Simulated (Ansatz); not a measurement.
CH8BGeN (SMILES CN[BH][GeH3])

Input

```
crystal:
  periodic: [false, false, false]
  atoms:
    - { symbol: C, position_ang: [-0.7689, 1.7128, 0.0908] }
    - { symbol: "N", position_ang: [-0.7086, 0.4455, 0.7188] }
    - { symbol: B, position_ang: [0.5846, -0.2077, 0.3147] }
    - { symbol: Ge, position_ang: [2.38891, 0.59603, 0.6681] }
    - { symbol: H, position_ang: [-0.8158, 1.6454, -1.0462] }
    - { symbol: H, position_ang: [-1.7799, 2.242, 0.3732] }
    - { symbol: H, position_ang: [0.036, 2.4361, 0.3992] }
    - { symbol: H, position_ang: [-0.6403, 0.614, 1.7477] }
    - { symbol: H, position_ang: [0.54664, -1.26306, -0.32439] }
    - { symbol: H, position_ang: [3.20415, -0.27968, 1.56162] }
    - { symbol: H, position_ang: [3.09522, 0.96145, -0.64137] }
    - { symbol: H, position_ang: [2.09912, 1.97325, 1.42935] }
basis:
  gaussian: { orbitals: def2-SVP }
hamiltonian:
  xc: pbe0
  dispersion: d4
relax:
  f_tol: 0.015
  max_steps: 40
output:
  orbitals: {}
```

Command:

```sh
ansatz run input.yaml --threads 2 --pin off --max-ram 3072MiB --backend cpu --events-out ev --progress --plain --runs-dir out
```

The fields are those of the run's last geometry, not of the input's.

Computed with RKS PBE0-D4/def2-SVP in Ansatz.

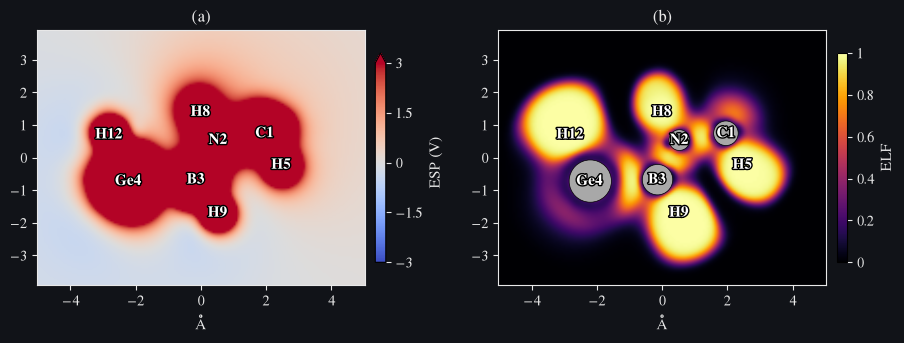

Figure 1. (a) molecular electrostatic potential; (b) ELF on the plane of atoms Ge4, B3 and H9. Grey discs cover the atomic cores in the ELF map.

**What do the fields say about this system?**

- The plane passes through C, N, B, Ge and H nuclei.
- B–N (1.39 Å): the ELF peaks at about 0.95 between the atoms; a polar covalent bond.
- C–N (1.44 Å): the ELF peaks at about 0.95 between the atoms (a covalent bond).
- Ge–B (2.06 Å): the ELF peaks at about 0.95 between the atoms: a shared electron pair.
- N–H (1.02 Å): the ELF climbs to about 1 towards the hydrogen, as it does in any bond to H; a covalent bond by its length.
- C–H (1.10 Å): the ELF climbs to about 1 towards the hydrogen: an ordinary covalent bond to hydrogen.
- Outside the dense part of the molecule the potential is most negative (−0.4 V) near H11, which lies off the plane.

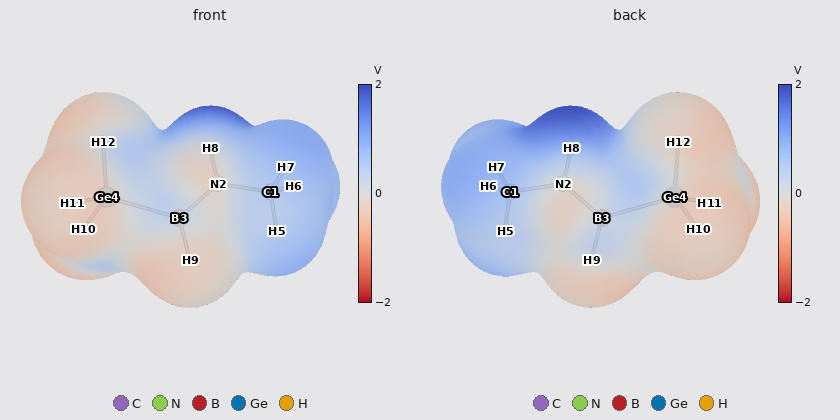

Figure 2. The molecular electrostatic potential painted on the density surface at 0.002 e/bohr³, seen from the front and from behind; red is negative and blue positive.

**Describe the electrostatic potential map.**

The most negative region (about −0.4 V) lies over H9, H10, H11 and H12, the most positive (about +1.9 V) over H8.

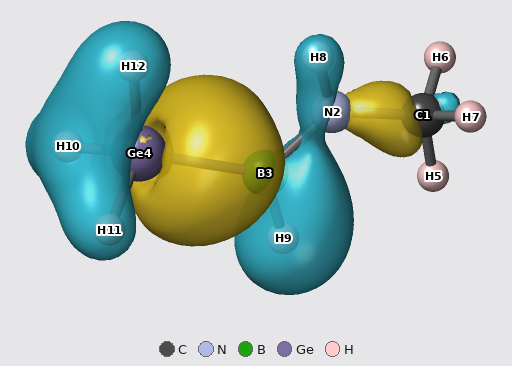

Figure 3. The HOMO at ±0.1 Å⁻³ᐟ² (yellow and cyan are the two phases), seen at a tilt.

**Where does this orbital lie, and at what energy?**

It lies mainly on Ge4 (about 35 %), B3 (about 30 %) and H9 (about 10 %). Its energy is −7.70 eV.
